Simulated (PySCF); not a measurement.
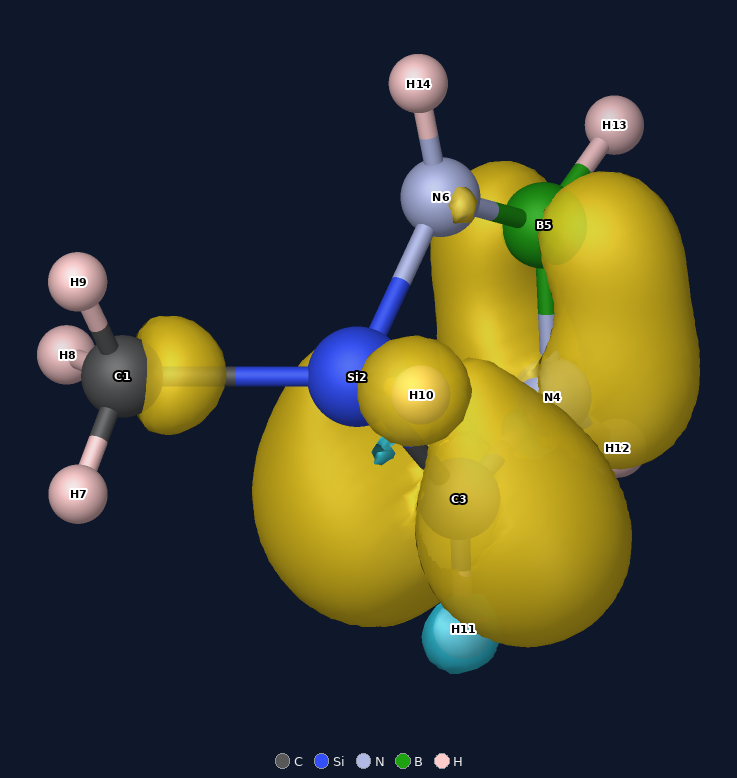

C₂H₈BN₂Si (doublet). Isosurfaces of the spin density at +0.015 (yellow) and −0.015 e/Å³ (cyan), seen at an oblique angle.

Geometry: GFN2-xTB.

Method: UKS B3LYP, pcH-1 on B C H N Si, non-relativistic, mean-field spin-orbit, GIAO in PySCF 2.14.0, density-fitted response routines.

| atom | x (Å) | y (Å) | z (Å) |
| --- | --- | --- | --- |
| C | -2.1075 | 0.2910 | -0.6778 |
| Si | -0.5948 | 0.3731 | 0.4747 |
| C | 0.3258 | -1.1899 | 0.8275 |
| N | 1.6194 | -1.0683 | 0.4077 |
| B | 1.9544 | 0.1548 | -0.2468 |
| N | 0.8398 | 1.0139 | -0.2979 |
| H | -2.9388 | -0.1852 | -0.1684 |
| H | -1.9077 | -0.2692 | -1.5863 |
| H | -2.4321 | 1.2865 | -0.9658 |
| H | -0.9399 | 1.2334 | 1.6297 |
| H | 0.0405 | -2.0952 | 1.3360 |
| H | 2.2473 | -1.8424 | 0.5613 |
| H | 3.0177 | 0.3765 | -0.6764 |
| H | 0.8751 | 1.9204 | -0.7293 |

Question: Which atoms carry the spin?

Answer: The unpaired spin (1 electron) lies mostly on C3 (about 0.5), N4 (about 0.2), Si2 (about 0.1) and B5 (about 0.1), in electrons by Hirshfeld's partition.
